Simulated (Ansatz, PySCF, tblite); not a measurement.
Breaking a bond: SMILES N (H3N). The N1–H4 bond (N1 also carries H, H; H4 carries nothing else) is stretched with both fragments frozen at the PBE0/def2-TZVP optimised geometry.

```
4

N      0.0000     0.0000     0.0000
H      0.8803    -0.4023    -0.2973
H      0.0000     0.9679    -0.2973
H      0.0000     0.0000     1.0125
```

Methods: GFN2-xTB, 300 K electronic temperature (tblite); RCCSDT(Q) = CCSDT(Q) on RHF/cc-pVTZ, frozen core (Ansatz, a first-principles code); UCCSD = CCSD on UHF/cc-pVTZ, frozen core (Ansatz); RCCSD = CCSD on RHF/cc-pVTZ, frozen core in Ansatz; UKS-BHandHLYP = unrestricted BHandHLYP/cc-pVTZ (PySCF 2.14.0).

Energies are in kJ/mol, each relative to the lowest point of its own curve near equilibrium.

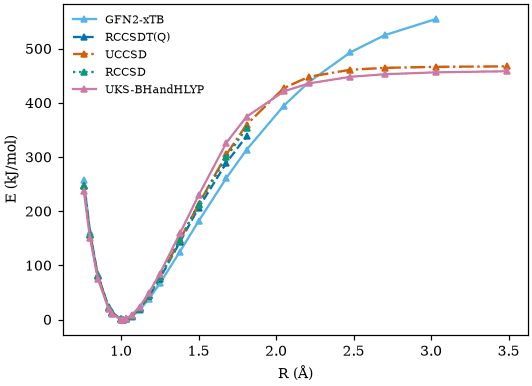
*Energy against bond length for each method.*

```csv
R / Å,GFN2-xTB,RCCSDT(Q),UCCSD,RCCSD,UKS-BHandHLYP
0.76,258.0,247.6,245.7,245.7,237.2
0.80,162.0,158.1,156.5,156.5,149.8
0.85,82.1,81.7,80.4,80.4,75.5
0.92,22.1,22.4,21.7,21.7,19.1
0.94,13.0,13.1,12.6,12.6,10.6
1.00,0.4,0.3,0.2,0.2,0.0
1.01,0.0,0.0,0.0,0.0,0.0
1.03,0.5,0.6,0.8,0.8,1.4
1.07,5.6,6.3,6.8,6.8,8.5
1.12,17.7,19.8,20.8,20.8,23.9
1.18,38.0,42.8,44.5,44.5,49.3
1.25,66.5,75.5,77.9,77.9,84.9
1.38,125.5,143.3,147.5,147.5,159.1
1.50,181.5,206.0,212.9,212.2,229.3
1.68,261.5,289.6,304.7,300.1,326.6
1.81,313.6,338.7,360.0,353.4,374.5
2.05,394.7,—,427.2,—,421.0
2.21,437.9,—,447.9,—,435.8
2.48,493.4,—,461.1,—,448.1
2.70,524.8,—,464.5,—,452.8
3.03,554.6,—,466.4,—,456.3
3.49,—,—,467.3,—,458.3
```

At the longest distance, 3.49 Å, UCCSD lies highest above its minimum (467.3 kJ/mol) and UKS-BHandHLYP lowest (458.3 kJ/mol).

Dashes: no converged value, or the column stops at the first point that the program doubted or that broke a chosen test of continuity, which isn't proof of a fault.

The T1 diagnostic of CCSD on the restricted reference of RCCSDT(Q), RCCSD exceeds 0.045 at 2.48 to 3.49 Å. The unrestricted determinant behind UCCSD is spin-contaminated at 1.50 to 3.49 Å (<S²> up to 1.0, against 0.00 for a pure singlet). The unrestricted determinant behind UKS-BHandHLYP is spin-contaminated at 1.68 to 3.49 Å (<S²> up to 1.0, against 0.00 for a pure singlet).
